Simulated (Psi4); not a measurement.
# B3LYP/cc-pVQZ (sweep point 6) run of H2O (water)

What is the vertical ionisation energy of H2O (water) at B3LYP/cc-pVQZ (sweep point 6)? 

The calculation is run with Psi4 1.11.

## (1) Starting point

The species is H2O (3 atoms), meant as a singlet with charge 0. As SMILES, `O`. The coordinates come from a PBE0-D4/def2-TZVP relaxation.

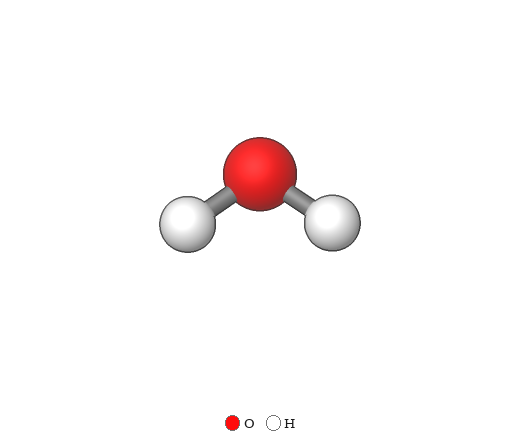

Viewed from a chosen angle; oxygen red, hydrogen white.

## (2) A single-point energy at B3LYP/cc-pVQZ (sweep point 6)

File job.inp:

```
memory 1.6 GB

molecule {
  0 1
  O     -0.302700     0.200200    -0.140600
  H      0.466500     0.548400     0.315300
  H     -0.163800    -0.748600    -0.174700
  symmetry c1
}

set globals {
  basis cc-pVQZ
  puream true
  scf_type pk
  dft_radial_points 99
  dft_spherical_points 590
}

energy_value = energy("b3lyp")
```

Run with:

```sh
$ psi4 job.inp job.out -n 1
```

job.out:

```text
[...]
  Running in c1 symmetry.
[...]
  Nuclear repulsion =    9.171300754468179
[...]
  Multiplicity = 1
[...]
  Nalpha       = 5
  Nbeta        = 5
[...]
    Number of basis functions: 115
[...]
   @RKS iter   1:   -76.28672787671846   -1.91110e-01   6.40928e-03 DIIS/ADIIS
[...]
   @RKS iter   6:   -76.46964440513548   -2.42759e-07   5.43343e-07 DIIS
[...]
    Orbital Energies [Eh]
    ---------------------
    Doubly Occupied:
       1A    -19.125132     2A     -1.014758     3A     -0.535382
       4A     -0.392257     5A     -0.317301
[...]
  @RKS Final Energy:   -76.46964440513548
   => Energetics <=
    Nuclear Repulsion Energy =              9.1713007544681791
    One-Electron Energy =                -123.0854560873126644
    Two-Electron Energy =                  45.0023633566941328
    DFT Exchange-Correlation Energy =      -7.5578524289851226
    Empirical Dispersion Energy =           0.0000000000000000
    VV10 Nonlocal Energy =                  0.0000000000000000
    Total Energy =                        -76.4696444051354831
[...]
 Multipole Moments:
 ------------------------------------------------------------------------------------
     Multipole            Electronic (a.u.)      Nuclear  (a.u.)        Total (a.u.)
 ------------------------------------------------------------------------------------
 L = 1.  Multiply by 2.5417464519 to convert [e a0] to [Debye]
 Dipole X            :         -0.1939630            0.8318109            0.6378479
 Dipole Y            :          0.1171452           -0.5024246           -0.3852794
 Dipole Z            :          0.0000000            0.0000000            0.0000000
 Magnitude           :                                                    0.7451780
[...]
```

It took 9 s on 1 thread of Intel Xeon Platinum 8375C at 2.90GHz (Ice Lake), shared host; peak memory 0.69 GiB.

## (3) The doublet cation

File h2o.in:

```
memory 1600 mb

molecule mol {
  1 2
  O     -0.302700     0.200200    -0.140600
  H      0.466500     0.548400     0.315300
  H     -0.163800    -0.748600    -0.174700
  units angstrom
  symmetry c1
}

set basis cc-pVQZ
set reference uks
set puream true
set scf_type pk
set dft_radial_points 99
set dft_spherical_points 590
set maxiter 150

energy("b3lyp")
```

Run with:

```sh
$ psi4 -i h2o.in -o h2o.out -n 1
```

h2o.out:

```text
[...]
  Running in c1 symmetry.
[...]
  Nuclear repulsion =    9.171300754468179
[...]
  Multiplicity = 2
[...]
  Nalpha       = 5
  Nbeta        = 4
[...]
    Number of basis functions: 115
[...]
   @UKS iter   1:   -75.98721882511731    1.08399e-01   1.86772e-03 DIIS/ADIIS
[...]
   @UKS iter   7:   -76.00191984069932   -3.86964e-08   1.46270e-07 DIIS
[...]
   @S^2 Observed:                7.525556495E-01
[...]
    Orbital Energies [Eh]
    ---------------------
    Alpha Occupied:
       1A    -19.689965     2A     -1.538117     3A     -1.011400
       4A     -0.884755     5A     -0.875749
    Alpha Virtual:
       6A     -0.290698     7A     -0.211527     8A     -0.010374
       9A      0.005933    10A      0.021604    11A      0.042351
      12A      0.142564    13A      0.163320    14A      0.167290
      15A      0.236893    16A      0.313562    17A      0.469999
      18A      0.593327    19A      0.638447    20A      0.830259
      21A      0.847052    22A      0.862637    23A      0.868709
      24A      0.983206    25A      1.041193    26A      1.260094
[...]
  @UKS Final Energy:   -76.00191984069932
   => Energetics <=
    Nuclear Repulsion Energy =              9.1713007544681791
    One-Electron Energy =                -118.1614624305402401
    Two-Electron Energy =                  40.2531537845135148
    DFT Exchange-Correlation Energy =      -7.2649119491407745
    Empirical Dispersion Energy =           0.0000000000000000
    VV10 Nonlocal Energy =                  0.0000000000000000
    Total Energy =                        -76.0019198406993155
[...]
 Multipole Moments:
 ------------------------------------------------------------------------------------
     Multipole            Electronic (a.u.)      Nuclear  (a.u.)        Total (a.u.)
 ------------------------------------------------------------------------------------
 L = 1.  Multiply by 2.5417464519 to convert [e a0] to [Debye]
 Dipole X            :         -0.0369974            0.8318109            0.7948136
 Dipole Y            :          0.0223539           -0.5024246           -0.4800707
 Dipole Z            :         -0.0000000            0.0000000           -0.0000000
 Magnitude           :                                                    0.9285454
[...]
```

It took 14 s on 1 thread of Intel Xeon Platinum 8375C at 2.90GHz (Ice Lake), shared host; peak memory 0.68 GiB.

## (4) Outcome

At B3LYP/cc-pVQZ (sweep point 6):

| quantity | value |
| --- | --- |
| singlet H2O: total energy | -76.46964 Eh |
| singlet H2O: dipole moment | 1.89 D |
| singlet H2O: HOMO energy | -8.63 eV |
| singlet H2O: LUMO energy | 0.28 eV |
| singlet H2O: HOMO–LUMO gap | 8.91 eV |
| doublet cation: total energy | -76.00192 Eh |
| doublet cation: HOMO energy (highest over α and β) | -23.03 eV |
| doublet cation: LUMO energy (lowest over α and β) | -16.85 eV |
| doublet cation: ⟨S²⟩ | 0.753 |
| vertical ionisation energy (to the doublet cation) | 12.727 eV |

In words: The vertical ionisation energy comes to 12.73 eV (1228 kJ/mol). −ε(HOMO) before ionisation, 8.63 eV, is 4.09 eV below this ionisation energy.
